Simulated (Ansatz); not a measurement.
# A computed series for YRu3Si2: pressure series

Consider YRu₃Si₂ (space group P6/mmm, No. 191; a = 5.492 Å, c = 3.610 Å; a cell from a computed database, its experimental status unchecked).

Cell and atoms are relaxed at each pressure.

Computed with PBEsol (Ansatz, a quantum-chemistry and plane-wave program, PAW, no spin-orbit coupling).

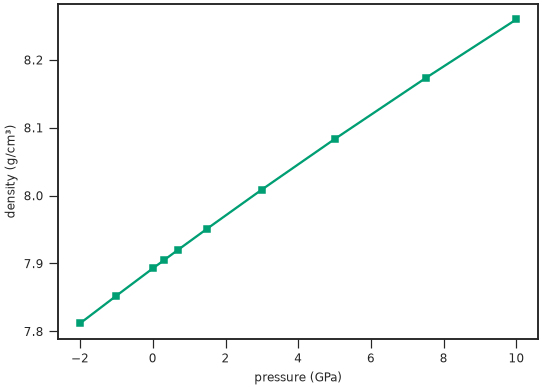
Density against pressure

| pressure (GPa) | density |
|---|---|
| -2 | 7.81 g/cm³ |
| -1 | 7.85 g/cm³ |
| 0.3 | 7.90 g/cm³ |
| 0.7 | 7.92 g/cm³ |
| 1.5 | 7.95 g/cm³ |
| 3 | 8.01 g/cm³ |
| 5 | 8.08 g/cm³ |
| 7.5 | 8.17 g/cm³ |
| 10 | 8.26 g/cm³ |

Load acts through the strain it causes; cell and atoms are relaxed under it. Stability against distortions was not tested. No other phases were tried under pressure. All final runs are without spin polarisation. An odd electron count without spin: YRu3Si2.
